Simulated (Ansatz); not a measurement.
# CH6GeOS: ladder of methods at one geometry from a Python script

How do the methods compare on CH6GeOS, in result and in cost? A script is to give a ladder of methods at one geometry; the system is CH6GeOS.

Computed with Ansatz 0.2.0, driven from Python. The levels of theory stand in the script.

**1. The system**

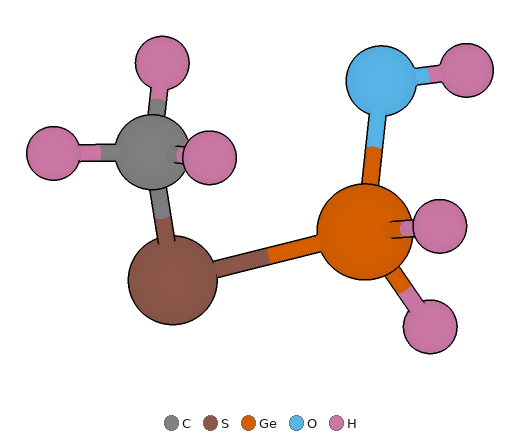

The starting structure, viewed from a chosen angle; carbon grey, sulfur brown, germanium orange, oxygen blue, hydrogen pink.

The script holds or builds the structure itself.

**2. The script**

methods_ch6geos.py

```python
"""One geometry of CH6GeOS, method by method."""

from pathlib import Path
import warnings

import ansatz as az
import numpy as np


def main() -> None:
    warnings.simplefilter("ignore", az.DeckWarning)

    molecule = (
        az.Crystal.molecule()
        .atom("C", [-1.1729, 1.0765, -0.5534])
        .atom("S", [-1.5719, -0.5877, -0.0419])
        .atom("Ge", [0.4809, -0.9456, 0.6439])
        .atom("O", [1.7104, -0.8458, -0.7357])
        .atom("H", [-0.4409, 1.1201, -1.374])
        .atom("H", [-0.883, 1.7419, 0.3006])
        .atom("H", [-2.1232, 1.572, -0.9697])
        .atom("H", [0.6415, -2.3377, 1.2938])
        .atom("H", [0.9061, 0.1413, 1.7507])
        .atom("H", [2.536, -0.9862, -0.3113])
    )

    calculation = molecule.calculation().basis(gaussian="def2-SVP")

    print("functional    E (Ha)        dipole (D)   HOMO (eV)  LUMO (eV)")
    for name in ["lc_wpbe", "blyp", "pbe", "hse06", "pbe0", "r2scan0"]:
        rep = calculation.functional(name).forces().orbitals().run(runs_dir="runs").report
        lines = Path(rep["orbitals_path"]).read_text().splitlines()
        field_of = lambda key: [line.split("=")[1].strip() for line in lines if line.startswith(key)]
        orbitals = [(27.211386 * float(e), s, float(n)) for e, s, n in zip(field_of("Ene="), field_of("Spin="), field_of("Occup="))]
        homo = max(e for e, _, n in orbitals if n > 0.5)
        lumo = min(e for e, _, n in orbitals if n < 0.5)
        dipole = 4.803205 * np.linalg.norm(rep["charge_distribution"]["dipole_moment_e_ang"])
        print(f"{name:10s} {rep['free_energy_ev'] / 27.211386246:14.6f} {dipole:9.3f} {homo:11.3f} {lumo:10.3f}")


if __name__ == "__main__":
    main()
```

**3. The run**

Command:

```console
python methods_ch6geos.py
```

The log of the run:

```text
functional    E (Ha)        dipole (D)   HOMO (eV)  LUMO (eV)
lc_wpbe      -2591.229167     1.766      -9.816      2.427
blyp         -2591.680689     1.396      -5.610     -0.774
pbe          -2591.052391     1.501      -5.811     -0.885
hse06        -2591.138559     1.640      -6.687     -0.290
pbe0         -2591.151211     1.645      -7.089      0.088
r2scan0      -2591.548071     1.714      -7.287      0.233
```

Run time: 30 s. Hardware: 1 thread of Arm Neoverse V2, shared host; peak memory 0.33 GiB.

**4. What each run gave**

The 6 runs, in the order started:

| run | functional | energy (eV) | SCF cycles | CPU time (s) |
| --- | --- | --- | --- | --- |
| 1 | lc_wpbe | -70510.9377 | 18 | 4.4 |
| 2 | blyp | -70523.2243 | 17 | 3 |
| 3 | pbe | -70506.1274 | 18 | 3.2 |
| 4 | hse06 | -70508.4721 | 18 | 5.2 |
| 5 | pbe0 | -70508.8164 | 18 | 4.8 |
| 6 | r2scan0 | -70519.6155 | 17 | 8.5 |

Totals under unlike functionals or potentials can't be compared directly.

The fields below are those of run 1.

**5. Orbitals and fields**

Orbitals, density, ELF and potential are computed afterwards from the orbital file.

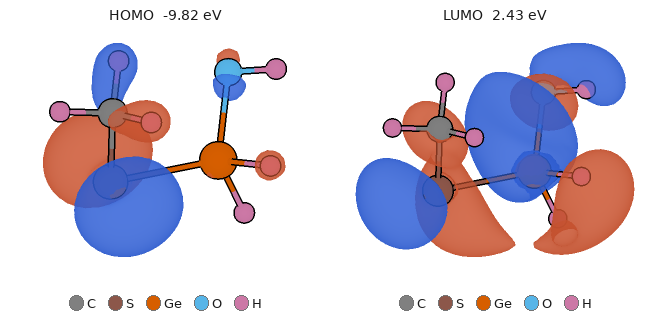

Frontier orbitals at LC-ωPBE/def2-SVP; each surface holds 70 % of the orbital's density, blue and red mark the sign.

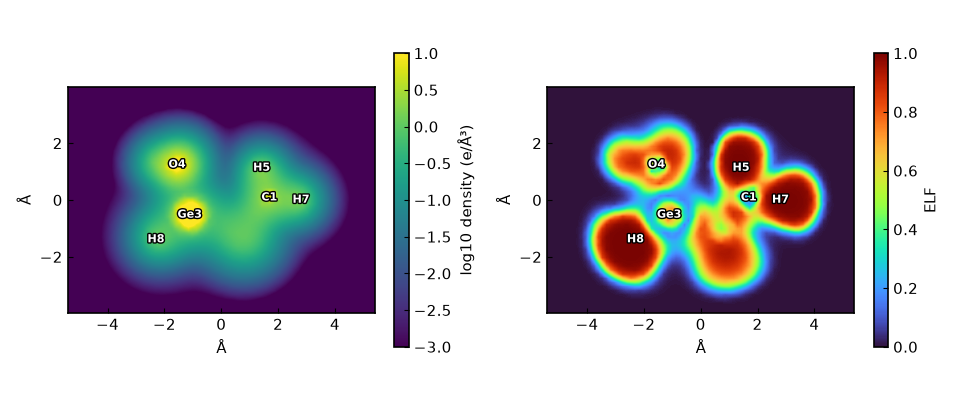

Density (left) and ELF (right) in a plane through or near 6 of the atoms.

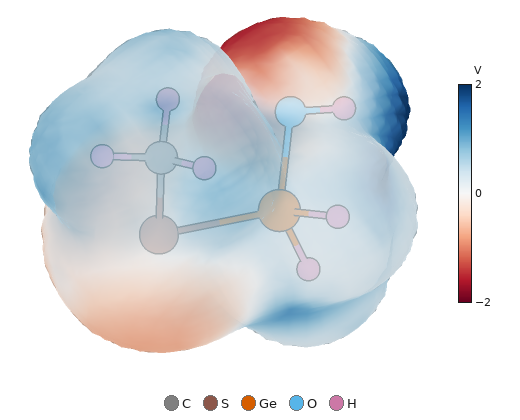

The potential that a unit positive charge feels on the 0.002 e/bohr³ surface, from -1.55 V near O4 to 2.00 V near H10.

**6. What came out**

```
                                          quantity     value
                                     runs compared         6
HOMO-LUMO gap of the mean field (LC-ωPBE/def2-SVP)  12.24 eV
```

All 6 runs converged (17 to 18 cycles). The geometry is a force-field or estimated start, not a minimum of this method, and the basis set is short of its limit. A lower total doesn't mark the better method: functionals have no common bound, and MP2 and coupled cluster aren't variational. Levels such as HOMO and LUMO are orbital energies: with these approximate functionals they aren't the ionisation energy and electron affinity, and their gap isn't the fundamental gap. hse06 follows the composition of plane-wave codes, whose totals differ by tens of mHa, up to about 0.1 Ha, from the form usual in Gaussian-basis programs (wpbeh).
